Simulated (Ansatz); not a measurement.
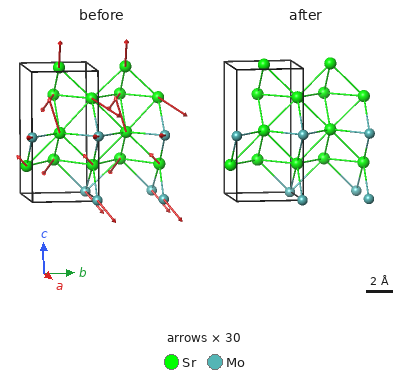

The structure of solid Sr₃Mo (built on the Cu3Au (L1_2)_221 type) (coarse preliminary run) before (left) and after (right) a relaxation, at one scale. The red arrows give the displacements (the part carried along by the change of the cell is left out), magnified 30 times.

A ball-and-stick model of the cell of the calculation, reduced to other axes, repeated 1 × 2 × 1 with one cell outlined, seen slightly off an axis. Lengths and directions refer to the drawn axes.

Level of theory: Ansatz, DFT PBE, scalar-relativistic, plane waves, PAW.

Input file:
```yaml
crystal:
  lattice:
    - [-5.245518715, -0.0261681486, -0.0493270148]
    - [-0.0493270148, 0.0966415234, -5.1983745563]
    - [-0.0523362973, -10.1351203539, 0.1932830468]
  atoms:
    - { symbol: Sr, position: [1.0076344154, 0.5019435424, 0.7554149498] }
    - { symbol: Sr, position: [0.9957088011, 0.5010468038, 0.2442270354] }
    - { symbol: Sr, position: [0.4953684125, 0.4906187686, 0.9959295524] }
    - { symbol: Sr, position: [0.4926352672, 0.5017454321, 0.493400316] }
    - { symbol: Sr, position: [0.4941294994, 1.0092772701, 0.7535343046] }
    - { symbol: Sr, position: [0.4972196628, 1.0099988076, 0.2553701348] }
    - { symbol: Mo, position: [0.9955881225, 0.9889598794, 0.4962790398] }
    - { symbol: Mo, position: [0.0217158192, 0.9964094961, 1.0058446672] }
basis:
  ecutwfc: 420
kpoints:
  mp_grid: { grid: [6, 6, 4] }
hamiltonian:
  xc: pbe
scf:
  occupations: { method: gaussian, width: 0.1 }
output:
  forces: true
  stress: true
  eigenvalues: true
relax:
  adjacent_minimum: "off"
  f_tol: 0.015
  max_steps: 120
  cell: { stress_tol: 0.15 }
```

Run as
```bash
ansatz run input.yaml --threads 1 --pin off --max-ram 2560MiB --backend cpu --events-out ev --progress --plain --runs-dir out
```

### What changed between the two?

The run was cut off at its time limit before the relaxation converged, so the last structure is only a point on the way. The energy falls by 13.3 meV per atom in 1 geometry step. The largest force component goes from 0.38 to 0.2 eV/Å. Pressure: 0.54 GPa at the start and 0.13 GPa at the end. Sr4 moves most relative to the cell: 0.10 Å along [1 −2 3]. By element the largest moves are Sr 0.10 Å, Mo 0.08 Å. The drawn cell changes as follows: a 5.200 → 5.213 Å (+0.3 %), b 5.246 → 5.241 Å (−0.1 %), c 10.137 → 10.263 Å (+1.2 %), α 90.6° → 90.2°, β 92.2° → 90.8°, γ 91.1° → 90.4°; the volume changes by +1.5 %. Near-neighbour distances that change, for instance: Sr3–Sr5 3.441 → 3.691 Å, Sr4–Sr6 3.449 → 3.683 Å, Sr1–Sr4 3.807 → 3.637 Å, Sr1–Sr3 3.553 → 3.709 Å. The space group stays P1 (No. 1). Cost: 4.6 min on 1 thread of Arm Neoverse V2, with other jobs on the host, peak memory 0.96 GiB.
